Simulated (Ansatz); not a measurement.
**Al2H2Cl4: Born-Oppenheimer dynamics**

What does Al2H2Cl4 do in its first 20 fs at constant energy, with the temperature set to 700 K?

Method: r2SCAN/6-31G*; program: Ansatz 0.2.0, Gaussian basis.

## (1) Structure used throughout

An earlier PBE0-D4 in a triple-zeta def2 set relaxation fixed the geometry.

SMILES `[Cl][Al@H-]1[Cl+][Al@@H-]([Cl])[Cl+]1`, 8 atoms, charge 0, spin multiplicity 1.

Atoms are counted from 1 here; the program's logs count them from 0.

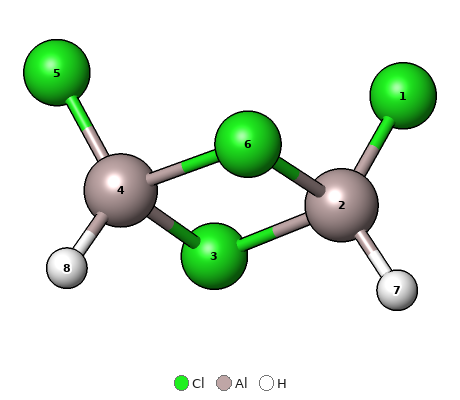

The geometry (chlorine green, aluminium light grey, hydrogen white); atoms are numbered from 1 in the order of the file.

## (2) The run

The input, in.yaml:

```yaml
crystal:
  periodic: [false, false, false]
  atoms:
    - {symbol: Cl, position_ang: [1.733726, 0.448329, -2.486273]}
    - {symbol: Al, position_ang: [1.520538, 0.308851, -0.413579]}
    - {symbol: Cl, position_ang: [0.358046, -1.593696, 0.077480]}
    - {symbol: Al, position_ang: [-1.437907, -0.304290, 0.646764]}
    - {symbol: Cl, position_ang: [-2.906434, -0.513249, -0.823180]}
    - {symbol: Cl, position_ang: [-0.249099, 1.599758, 0.229991]}
    - {symbol: H, position_ang: [2.703513, 0.485722, 0.591244]}
    - {symbol: H, position_ang: [-1.722383, -0.431434, 2.177542]}
basis:
  gaussian: {orbitals: "6-31G*"}
hamiltonian: {xc: {name: r2SCAN}}
md: {timestep: 1 fs, n_steps: 20, ensemble: nve, temperature: 700, initial_velocities: maxwell_boltzmann, seed: 849}
```

Started as:

```sh
ansatz run in.yaml --threads 4 --pin off --events-out ev --progress --plain --max-ram 10444MiB
```

What it wrote:

```text
Functional definition: r2SCAN
  name "r2SCAN"
  cite "Furness, Kaplan, Ning, Perdew & Sun, J. Phys. Chem. Lett. 11, 8208 (2020) doi:10.1021/acs.jpclett.0c02405"
  cite "Furness, Kaplan, Ning, Perdew & Sun, J. Phys. Chem. Lett. 11, 9248 (2020) doi:10.1021/acs.jpclett.0c03077"
  parent r2scan
  parameter k0 = 0.174
  parameter k1 = 0.065
  parameter a1 = 4.9479
  exchange = r2scan_x(k0 = k0, k1 = k1, a1 = a1)
  correlation = r2scan_c
1404 factors; their error is unknown
mean field evaluation 1: about -63316.9533 eV, gradient 2.1e1 eV
mean field evaluation 2: about -63317.1000 eV, gradient 2.0e1 eV
mean field evaluation 4: about -63318.2488 eV, gradient 5.6e-1 eV
mean field evaluation 8: about -63318.2017 eV, gradient 1.2e-1 eV
mean field evaluation 16: about -63318.2017 eV, gradient 6.5e-6 eV
mean field -63318.20172596 eV, -2326.9009948104 hartree, gradient 6.5e-6 eV, S^2 0.000000; 0 other end points of the search recorded, 0 dependent functions left out
the calculation of the forces begins
reference -63318.20174116 eV, -2326.9009953692 hartree; 48, 48 occupied and 70, 70 virtual orbitals, 1404 factors
md step     0: t =     0.00 fs  T =   700.0 K  F+E_penalty+E_count = -63318.20172596 eV  E_kin = 0.542892 eV  conserved = -63317.65883396 eV  (26 SCF iters)
these checks for a lower state are left out or cut short: starts, cluster_reference, orbital_swaps, neighbouring_geometries, increment
1404 factors; their error is unknown
mean field -63318.19245085 eV, -2326.9006539562 hartree, gradient 1.6e-5 eV, S^2 0.000000; 0 other end points of the search recorded, 0 dependent functions left out
the calculation of the forces begins
reference -63318.19246606 eV, -2326.9006545152 hartree; 48, 48 occupied and 70, 70 virtual orbitals, 1404 factors
md step     1: t =     1.00 fs  T =   688.3 K  F+E_penalty+E_count = -63318.19245085 eV  E_kin = 0.533805 eV  conserved = -63317.65864633 eV  (29 SCF iters)
these checks for a lower state are left out or cut short: starts, cluster_reference, orbital_swaps, neighbouring_geometries, increment
1404 factors; their error is unknown
mean field -63318.17235536 eV, -2326.8999154607 hartree, gradient 1.6e-5 eV, S^2 0.000000; 0 other end points of the search recorded, 0 dependent functions left out
the calculation of the forces begins
reference -63318.17237058 eV, -2326.8999160200 hartree; 48, 48 occupied and 70, 70 virtual orbitals, 1404 factors
md step     2: t =     2.00 fs  T =   662.9 K  F+E_penalty+E_count = -63318.17235536 eV  E_kin = 0.514132 eV  conserved = -63317.65822365 eV  (29 SCF iters)
these checks for a lower state are left out or cut short: starts, cluster_reference, orbital_swaps, neighbouring_geometries, increment
1404 factors; their error is unknown
mean field evaluation 32: about -63318.1957 eV, gradient 2.4e-3 eV
mean field -63318.14792177 eV, -2326.8990175428 hartree, gradient 1.5e-5 eV, S^2 0.000000; 0 other end points of the search recorded, 0 dependent functions left out
the calculation of the forces begins
reference -63318.14793699 eV, -2326.8990181023 hartree; 48, 48 occupied and 70, 70 virtual orbitals, 1404 factors
md step     3: t =     3.00 fs  T =   631.9 K  F+E_penalty+E_count = -63318.14792177 eV  E_kin = 0.490083 eV  conserved = -63317.65783906 eV  (29 SCF iters)
these checks for a lower state are left out or cut short: starts, cluster_reference, orbital_swaps, neighbouring_geometries, increment
1404 factors; their error is unknown
mean field -63318.12502363 eV, -2326.8981760519 hartree, gradient 1.5e-5 eV, S^2 0.000000; 0 other end points of the search recorded, 0 dependent functions left out
the calculation of the forces begins
reference -63318.12503886 eV, -2326.8981766116 hartree; 48, 48 occupied and 70, 70 virtual orbitals, 1404 factors
md step     4: t =     4.00 fs  T =   602.5 K  F+E_penalty+E_count = -63318.12502363 eV  E_kin = 0.467259 eV  conserved = -63317.65776510 eV  (29 SCF iters)
these checks for a lower state are left out or cut short: starts, cluster_reference, orbital_swaps, neighbouring_geometries, increment
1404 factors; their error is unknown
mean field -63318.10496192 eV, -2326.8974387975 hartree, gradient 1.5e-5 eV, S^2 0.000000; 0 other end points of the search recorded, 0 dependent functions left out
the calculation of the forces begins
reference -63318.10497715 eV, -2326.8974393572 hartree; 48, 48 occupied and 70, 70 virtual orbitals, 1404 factors
md step     5: t =     5.00 fs  T =   576.3 K  F+E_penalty+E_count = -63318.10496192 eV  E_kin = 0.446958 eV  conserved = -63317.65800388 eV  (29 SCF iters)
these checks for a lower state are left out or cut short: starts, cluster_reference, orbital_swaps, neighbouring_geometries, increment
1404 factors; their error is unknown
mean field -63318.08437656 eV, -2326.8966822996 hartree, gradient 1.5e-5 eV, S^2 0.000000; 0 other end points of the search recorded, 0 dependent functions left out
the calculation of the forces begins
reference -63318.08439179 eV, -2326.8966828592 hartree; 48, 48 occupied and 70, 70 virtual orbitals, 1404 factors
md step     6: t =     6.00 fs  T =   549.4 K  F+E_penalty+E_count = -63318.08437656 eV  E_kin = 0.426077 eV  conserved = -63317.65829990 eV  (29 SCF iters)
these checks for a lower state are left out or cut short: starts, cluster_reference, orbital_swaps, neighbouring_geometries, increment
1404 factors; their error is unknown
mean field evaluation 64: about -63318.0589 eV, gradient 1.4e-5 eV
mean field -63318.05892079 eV, -2326.8957468174 hartree, gradient 1.4e-5 eV, S^2 0.000000; 0 other end points of the search recorded, 0 dependent functions left out
the calculation of the forces begins
reference -63318.05893601 eV, -2326.8957473766 hartree; 48, 48 occupied and 70, 70 virtual orbitals, 1404 factors
md step     7: t =     7.00 fs  T =   516.4 K  F+E_penalty+E_count = -63318.05892079 eV  E_kin = 0.400523 eV  conserved = -63317.65839735 eV  (29 SCF iters)
these checks for a lower state are left out or cut short: starts, cluster_reference, orbital_swaps, neighbouring_geometries, increment
1404 factors; their error is unknown
mean field -63318.02705049 eV, -2326.8945756055 hartree, gradient 1.4e-5 eV, S^2 0.000000; 0 other end points of the search recorded, 0 dependent functions left out
the calculation of the forces begins
reference -63318.02706570 eV, -2326.8945761643 hartree; 48, 48 occupied and 70, 70 virtual orbitals, 1404 factors
md step     8: t =     8.00 fs  T =   475.5 K  F+E_penalty+E_count = -63318.02705049 eV  E_kin = 0.368808 eV  conserved = -63317.65824204 eV  (29 SCF iters)
these checks for a lower state are left out or cut short: starts, cluster_reference, orbital_swaps, neighbouring_geometries, increment
1404 factors; their error is unknown
mean field -63317.99103701 eV, -2326.8932521344 hartree, gradient 1.4e-5 eV, S^2 0.000000; 0 other end points of the search recorded, 0 dependent functions left out
the calculation of the forces begins
reference -63317.99105221 eV, -2326.8932526929 hartree; 48, 48 occupied and 70, 70 virtual orbitals, 1404 factors
md step     9: t =     9.00 fs  T =   429.5 K  F+E_penalty+E_count = -63317.99103701 eV  E_kin = 0.333102 eV  conserved = -63317.65793510 eV  (29 SCF iters)
these checks for a lower state are left out or cut short: starts, cluster_reference, orbital_swaps, neighbouring_geometries, increment
1404 factors; their error is unknown
mean field -63317.95556010 eV, -2326.8919483818 hartree, gradient 1.4e-5 eV, S^2 0.000000; 0 other end points of the search recorded, 0 dependent functions left out
the calculation of the forces begins
reference -63317.95557529 eV, -2326.8919489400 hartree; 48, 48 occupied and 70, 70 virtual orbitals, 1404 factors
md step    10: t =    10.00 fs  T =   384.2 K  F+E_penalty+E_count = -63317.95556010 eV  E_kin = 0.297944 eV  conserved = -63317.65761611 eV  (29 SCF iters)
these checks for a lower state are left out or cut short: starts, cluster_reference, orbital_swaps, neighbouring_geometries, increment
1404 factors; their error is unknown
mean field -63317.92559351 eV, -2326.8908471300 hartree, gradient 1.3e-5 eV, S^2 0.000000; 0 other end points of the search recorded, 0 dependent functions left out
the calculation of the forces begins
reference -63317.92560869 eV, -2326.8908476881 hartree; 48, 48 occupied and 70, 70 virtual orbitals, 1404 factors
md step    11: t =    11.00 fs  T =   345.8 K  F+E_penalty+E_count = -63317.92559351 eV  E_kin = 0.268207 eV  conserved = -63317.65738658 eV  (29 SCF iters)
these checks for a lower state are left out or cut short: starts, cluster_reference, orbital_swaps, neighbouring_geometries, increment
1404 factors; their error is unknown
mean field evaluation 96: about -63317.9047 eV, gradient 1.4e-1 eV
mean field -63317.90476430 eV, -2326.8900816707 hartree, gradient 1.3e-5 eV, S^2 0.000000; 0 other end points of the search recorded, 0 dependent functions left out
the calculation of the forces begins
reference -63317.90477949 eV, -2326.8900822289 hartree; 48, 48 occupied and 70, 70 virtual orbitals, 1404 factors
md step    12: t =    12.00 fs  T =   319.1 K  F+E_penalty+E_count = -63317.90476430 eV  E_kin = 0.247466 eV  conserved = -63317.65729854 eV  (29 SCF iters)
these checks for a lower state are left out or cut short: starts, cluster_reference, orbital_swaps, neighbouring_geometries, increment
1404 factors; their error is unknown
mean field -63317.89447647 eV, -2326.8897035999 hartree, gradient 1.3e-5 eV, S^2 0.000000; 0 other end points of the search recorded, 0 dependent functions left out
the calculation of the forces begins
reference -63317.89449167 eV, -2326.8897041584 hartree; 48, 48 occupied and 70, 70 virtual orbitals, 1404 factors
md step    13: t =    13.00 fs  T =   305.7 K  F+E_penalty+E_count = -63317.89447647 eV  E_kin = 0.237109 eV  conserved = -63317.65736757 eV  (29 SCF iters)
these checks for a lower state are left out or cut short: starts, cluster_reference, orbital_swaps, neighbouring_geometries, increment
1404 factors; their error is unknown
mean field -63317.89364330 eV, -2326.8896729816 hartree, gradient 1.2e-5 eV, S^2 0.000000; 0 other end points of the search recorded, 0 dependent functions left out
the calculation of the forces begins
reference -63317.89365852 eV, -2326.8896735407 hartree; 48, 48 occupied and 70, 70 virtual orbitals, 1404 factors
md step    14: t =    14.00 fs  T =   304.4 K  F+E_penalty+E_count = -63317.89364330 eV  E_kin = 0.236065 eV  conserved = -63317.65757840 eV  (29 SCF iters)
these checks for a lower state are left out or cut short: starts, cluster_reference, orbital_swaps, neighbouring_geometries, increment
1404 factors; their error is unknown
mean field -63317.89899180 eV, -2326.8898695352 hartree, gradient 1.2e-5 eV, S^2 0.000000; 0 other end points of the search recorded, 0 dependent functions left out
the calculation of the forces begins
reference -63317.89900703 eV, -2326.8898700950 hartree; 48, 48 occupied and 70, 70 virtual orbitals, 1404 factors
md step    15: t =    15.00 fs  T =   310.9 K  F+E_penalty+E_count = -63317.89899180 eV  E_kin = 0.241129 eV  conserved = -63317.65786268 eV  (29 SCF iters)
these checks for a lower state are left out or cut short: starts, cluster_reference, orbital_swaps, neighbouring_geometries, increment
1404 factors; their error is unknown
mean field evaluation 128: about -63317.9062 eV, gradient 1.2e-5 eV
mean field -63317.90622964 eV, -2326.8901355210 hartree, gradient 1.2e-5 eV, S^2 0.000000; 0 other end points of the search recorded, 0 dependent functions left out
the calculation of the forces begins
reference -63317.90624490 eV, -2326.8901360818 hartree; 48, 48 occupied and 70, 70 virtual orbitals, 1404 factors
md step    16: t =    16.00 fs  T =   320.0 K  F+E_penalty+E_count = -63317.90622964 eV  E_kin = 0.248144 eV  conserved = -63317.65808537 eV  (28 SCF iters)
these checks for a lower state are left out or cut short: starts, cluster_reference, orbital_swaps, neighbouring_geometries, increment
1404 factors; their error is unknown
mean field -63317.91218053 eV, -2326.8903542121 hartree, gradient 1.2e-5 eV, S^2 0.000000; 0 other end points of the search recorded, 0 dependent functions left out
the calculation of the forces begins
reference -63317.91219581 eV, -2326.8903547737 hartree; 48, 48 occupied and 70, 70 virtual orbitals, 1404 factors
md step    17: t =    17.00 fs  T =   327.6 K  F+E_penalty+E_count = -63317.91218053 eV  E_kin = 0.254088 eV  conserved = -63317.65809260 eV  (28 SCF iters)
these checks for a lower state are left out or cut short: starts, cluster_reference, orbital_swaps, neighbouring_geometries, increment
1404 factors; their error is unknown
mean field -63317.91702562 eV, -2326.8905322658 hartree, gradient 1.2e-5 eV, S^2 0.000000; 0 other end points of the search recorded, 0 dependent functions left out
the calculation of the forces begins
reference -63317.91704092 eV, -2326.8905328282 hartree; 48, 48 occupied and 70, 70 virtual orbitals, 1404 factors
1404 factors; their error is unknown
mean field evaluation 160: about -63317.9170 eV, gradient 2.7e-5 eV
mean field -63317.91702562 eV, -2326.8905322658 hartree, gradient 1.2e-5 eV, S^2 0.000000; 1 other end points of the search recorded, 0 dependent functions left out
the calculation of the forces begins
reference -63317.91704092 eV, -2326.8905328282 hartree; 48, 48 occupied and 70, 70 virtual orbitals, 1404 factors
md step    18: t =    18.00 fs  T =   334.2 K  F+E_penalty+E_count = -63317.91702562 eV  E_kin = 0.259177 eV  conserved = -63317.65784859 eV  (27 SCF iters)
these checks for a lower state are left out or cut short: starts, cluster_reference, orbital_swaps, neighbouring_geometries, increment
1404 factors; their error is unknown
mean field -63317.92464676 eV, -2326.8908123375 hartree, gradient 1.2e-5 eV, S^2 0.000000; 0 other end points of the search recorded, 0 dependent functions left out
the calculation of the forces begins
reference -63317.92466207 eV, -2326.8908129004 hartree; 48, 48 occupied and 70, 70 virtual orbitals, 1404 factors
md step    19: t =    19.00 fs  T =   344.4 K  F+E_penalty+E_count = -63317.92464676 eV  E_kin = 0.267103 eV  conserved = -63317.65754371 eV  (29 SCF iters)
these checks for a lower state are left out or cut short: starts, cluster_reference, orbital_swaps, neighbouring_geometries, increment
1404 factors; their error is unknown
mean field -63317.93967211 eV, -2326.8913645091 hartree, gradient 1.1e-5 eV, S^2 0.000000; 0 other end points of the search recorded, 0 dependent functions left out
the calculation of the forces begins
reference -63317.93968743 eV, -2326.8913650722 hartree; 48, 48 occupied and 70, 70 virtual orbitals, 1404 factors
1404 factors; their error is unknown
mean field evaluation 192: about -63317.9397 eV, gradient 2.7e-5 eV
mean field -63317.93967211 eV, -2326.8913645091 hartree, gradient 1.2e-5 eV, S^2 0.000000; 1 other end points of the search recorded, 0 dependent functions left out
the calculation of the forces begins
reference -63317.93968743 eV, -2326.8913650722 hartree; 48, 48 occupied and 70, 70 virtual orbitals, 1404 factors
md step    20: t =    20.00 fs  T =   363.9 K  F+E_penalty+E_count = -63317.93967211 eV  E_kin = 0.282191 eV  conserved = -63317.65748151 eV  (27 SCF iters)
Total energy: -63317.93968743 eV, -2326.8913650722 hartree
Atom 0 at     1.606405     0.484368    -2.454650 Å, force     0.221453     0.048065    -0.422419 eV/Å
Atom 1 at     1.490183     0.274115    -0.394767 Å, force     0.743475    -0.533645     0.401855 eV/Å
Atom 2 at     0.392790    -1.633591     0.101227 Å, force    -0.870105     0.110950     0.242734 eV/Å
Atom 3 at    -1.446155    -0.200769     0.617000 Å, force     0.215553    -0.643721    -0.829472 eV/Å
Atom 4 at    -2.860517    -0.562941    -0.877138 Å, force    -0.040780     0.015864    -0.185688 eV/Å
Atom 5 at    -0.164055     1.598162     0.236772 Å, force    -0.281951     0.794247     0.086008 eV/Å
Atom 6 at     2.588192     0.175939     0.736252 Å, force     0.131180     0.356214    -0.297198 eV/Å
Atom 7 at    -1.923649    -0.023519     2.037546 Å, force    -0.118826    -0.147976     1.004180 eV/Å
Dipole moment:     0.153719     0.111417     0.430331 e Å
```

It took 76 s on 4 threads of Arm Neoverse V2, shared host.

## (3) The trajectory

Step by step, with energies from the first frame:

```csv
time (fs),T (K),potential (meV),conserved (meV),Al4–H8 (Å)
0.0,700,0.0,0.00,1.562
1.0,688,9.3,0.19,1.540
2.0,663,29.4,0.61,1.524
3.0,632,53.8,1.00,1.515
4.0,602,76.7,1.07,1.515
5.0,576,96.8,0.83,1.525
6.0,549,117.3,0.53,1.542
7.0,516,142.8,0.44,1.563
8.0,476,174.7,0.59,1.586
9.0,429,210.7,0.90,1.606
10.0,384,246.2,1.22,1.622
11.0,346,276.1,1.45,1.630
12.0,319,297.0,1.54,1.631
13.0,306,307.2,1.47,1.624
14.0,304,308.1,1.26,1.609
15.0,311,302.7,0.97,1.589
16.0,320,295.5,0.75,1.566
17.0,328,289.5,0.74,1.543
18.0,334,284.7,0.98,1.524
19.0,344,277.1,1.29,1.512
20.0,364,262.1,1.35,1.509
```

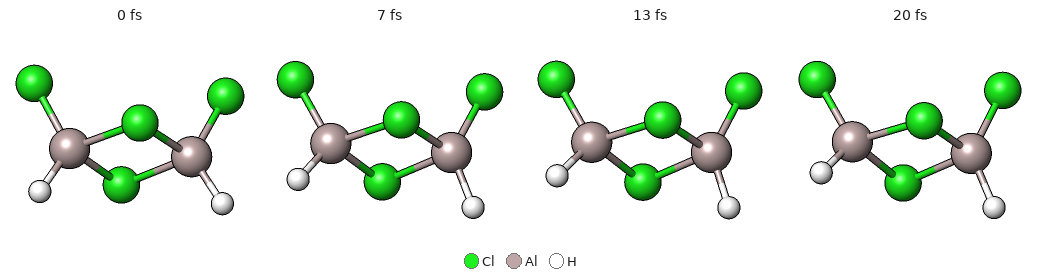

Four frames; sticks are those of the first frame.

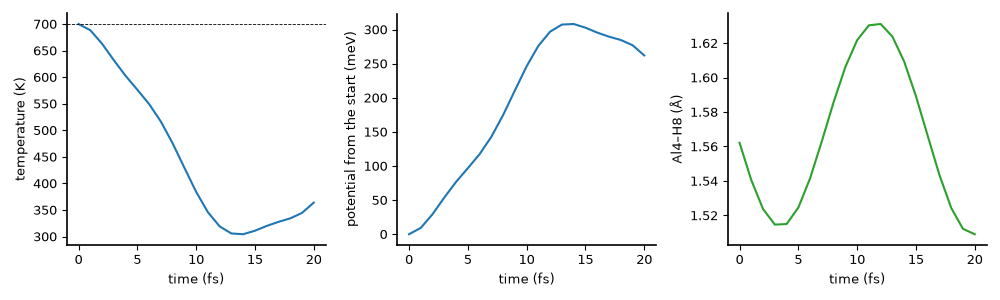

Temperature (the set value dashed), potential energy and the bond that swings most.

Positions (Å) and forces (eV/Å) at 20.0 fs:

```xyz
8

Cl    1.606    0.484   -2.455    0.221    0.048   -0.422
Al    1.490    0.274   -0.395    0.743   -0.534    0.402
Cl    0.393   -1.634    0.101   -0.870    0.111    0.243
Al   -1.446   -0.201    0.617    0.216   -0.644   -0.829
Cl   -2.861   -0.563   -0.877   -0.041    0.016   -0.186
Cl   -0.164    1.598    0.237   -0.282    0.794    0.086
H     2.588    0.176    0.736    0.131    0.356   -0.297
H    -1.924   -0.024    2.038   -0.119   -0.148    1.004
```

## (4) Outcome

```
                              quantity                          value
                                length             20 steps of 1.0 fs
     temperature, first and last frame                     700, 364 K
              temperature, second half  mean 333 K, from 304 to 384 K
                swing of the potential                        308 meV
largest change of the conserved energy                       1.54 meV
                       range of Al4–H8               1.509 to 1.631 Å
```

**Reading.** From 700 K at the start the temperature swings between 304 and 700 K: with 8 atoms it has no steady value yet; starting near a minimum, about half of the kinetic energy flows into the potential. The conserved energy moves by 1.54 meV, 0.5 % of the potential's swing, so the step is short enough for this stretch. Al4–H8 swings most, by 0.12 Å; no bond breaks. A run of 20 fs gives no averages.
